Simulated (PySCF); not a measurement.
SMILES c1(-c2ccncc2)sccc1C#N (C10H6N2S), GFN2-xTB optimised geometry. Atoms within 1.6 Å of the plane z = 0.0 Å (x, y, z in Å): N1 (-0.11, -3.37, 0.00), C2 (0.38, -2.33, 0.00), C3 (1.08, -1.11, 0.00), C4 (2.50, -1.11, 0.00), C5 (3.02, 0.14, 0.00), S6 (1.80, 1.36, 0.00), C7 (0.54, 0.17, 0.00), C8 (-0.85, 0.59, 0.00), C9 (-1.91, -0.32, 0.00), C10 (-3.21, 0.17, 0.00), N11 (-3.51, 1.46, 0.00), C12 (-2.51, 2.32, 0.00), C13 (-1.18, 1.95, 0.00), H14 (3.08, -2.01, 0.00), H15 (4.05, 0.44, 0.00), H16 (-1.74, -1.38, 0.00), H17 (-4.05, -0.51, 0.00), H18 (-2.79, 3.37, 0.00), H19 (-0.40, 2.70, 0.00).

Computed with PBE/def2-SVP (PySCF). Cells within 0.4 Å of a nucleus heavier than hydrogen are left out (blank, or x).

Map of the HOMO amplitude (bohr^(-3/2)), clipped to [-0.25, 0.25] on the plane z = 0.0 Å; orbital energy -5.81 eV, overall sign arbitrary:

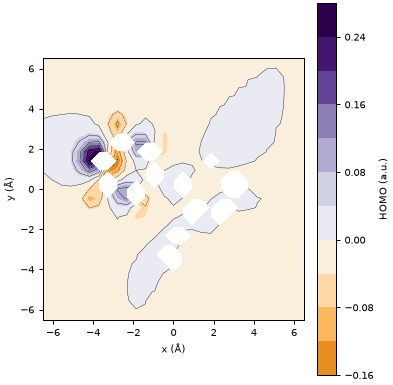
Figure. HOMO amplitude (bohr^(-3/2)), clipped to [-0.25, 0.25] on the plane z = 0.0 Å.
